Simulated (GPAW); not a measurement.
**Converging the k-point mesh: W (Im-3m, 1 atom in the cell)**

```xyz
1
Lattice="-1.5721 1.5721 1.5721 1.5721 -1.5721 1.5721 1.5721 1.5721 -1.5721" Properties=species:S:1:pos:R:3 pbc="T T T"
W      0.0000     0.0000     0.0000
```

Method: PBE, GPAW PAW datasets PBE (gpaw-data 1.0.1) (plane waves; GPAW).

Base settings: mode = pw; ecut = 600 eV; xc = PBE; kpts = 13 13 13; mesh shift (steps) = 0 0 0; occupations.name = fermi-dirac; occupations.width = 0.1 eV; nbands = -5; symmetry.symmorphic = false; symmetry.tolerance = 0.0005.

The second cell is the first with its lattice scaled by 0.98.

Only quantities that move along the ladder and can be compared are tabulated.

The count of work is k-points × plane waves × bands × iterations; it is no time. Core times come from one kind of shared machine, to one figure; runs under 30 s give none.

The starting cell has typed, rounded lattice constants, without a prior relaxation at this level. Its lattice was rescaled by up to half a per cent. Spin polarisation is off. In the base run, with a pressure of about 12 GPa the cell is away from its equilibrium volume at this level.

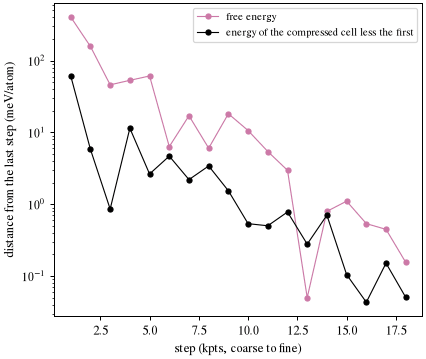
Fig. 1. Distance from the last step along the ladder; very small values are drawn at a floor.

| kpts | free energy less the last step's (meV/atom) | energy of the compressed cell less the first (meV/atom) | pressure (GPa) | count of work / last | core time / last (rough) |
|---|---|---|---|---|---|
| 3 3 3 | 404.56 | 195.02 | 21.46 | 0.0014 | – |
| 4 4 4 | 157.62 | 128.13 | 11.16 | 0.0029 | – |
| 5 5 5 | -46.07 | 134.79 | 11.88 | 0.0043 | – |
| 6 6 6 | -53.15 | 122.50 | 10.02 | 0.0057 | – |
| 7 7 7 | 61.15 | 136.57 | 12.77 | 0.0064 | – |
| 8 8 8 | 6.34 | 138.61 | 12.58 | 0.010 | – |
| 9 9 9 | -17.07 | 131.73 | 11.69 | 0.012 | – |
| 10 10 10 | 6.04 | 137.34 | 12.47 | 0.017 | – |
| 11 11 11 | 18.21 | 135.47 | 12.22 | 0.018 | – |
| 13 13 13 | -10.63 | 133.40 | 11.78 | 0.030 | – |
| 14 14 14 | 5.42 | 134.43 | 12.16 | 0.034 | – |
| 15 15 15 | 2.97 | 134.71 | 12.18 | 0.043 | – |
| 17 17 17 | 0.01 | 133.65 | 11.98 | 0.053 | – |
| 19 19 19 | -0.80 | 133.23 | 11.87 | 0.071 | – |
| 23 23 23 | -1.10 | 133.83 | 11.95 | 0.12 | 0.08 |
| 29 29 29 | 0.54 | 133.97 | 11.99 | 0.22 | 0.2 |
| 32 32 32 | 0.45 | 134.08 | 12.03 | 0.32 | 0.3 |
| 39 39 39 | 0.16 | 133.98 | 12.01 | 0.56 | 0.4 |
| 48 48 48 | 0.00 | 133.93 | 12.00 | 1.0 | 1 |

Coarsest kpts that holds the pressure within 0.2 GPa of the last step, with all finer ones: 14 14 14, at 0.034 of the last step's count of work; the step before is off by 0.22 GPa.

Coarsest kpts that holds the free energy within 5 meV/atom of the last step, with all finer ones: 15 15 15, at 0.043 of the last step's count of work; the step before is off by 5.4 meV/atom.

Coarsest kpts that holds the energy of the compressed cell less the first within 0.2 meV/atom of the last step, with all finer ones: 23 23 23, at 0.12 of the last step's count of work and about 0.08 of the last step's time; the step before is off by 0.70 meV/atom.

The energy difference between the two cells stays within 1 meV/atom of the last step's from 13 13 13 on, the total only from 29 29 29 on: much of the error is common to both cells and cancels.
